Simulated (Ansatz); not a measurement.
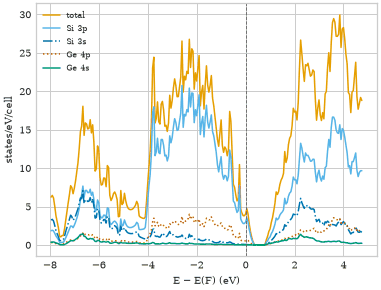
Fig. 1. Total and projected density of states of GaGe5Si26 in space group C2 (No. 5; Pearson symbol mS64), DFT-PBE in the program Ansatz with PAW potentials

Which orbitals carry the states next to the Fermi level?

Within 0.5 eV of the Fermi level: Si 3p 74 %, Ge 4p 15 %, Ga 4p 7 %. Projections are on Löwdin-orthogonalised atomic valence shells; empty p or d shells of many metals are not among them.

Where is the tallest occupied peak in this window, and what makes it?

Near -2.3 eV, about 27 states/eV per cell; the largest projected share is Si 3p.

The start of the workflow was typed in or built on a structure type; neither database checked (COD, Materials Project) lists it. Whether it is the stable phase at ambient conditions was not checked. Symmetry was held in the PBE relaxation; whether a distortion lowers the energy is not shown. Spin–orbit coupling is left out wherever it is not named.

Potentials: the later of the program's two PAW sets.
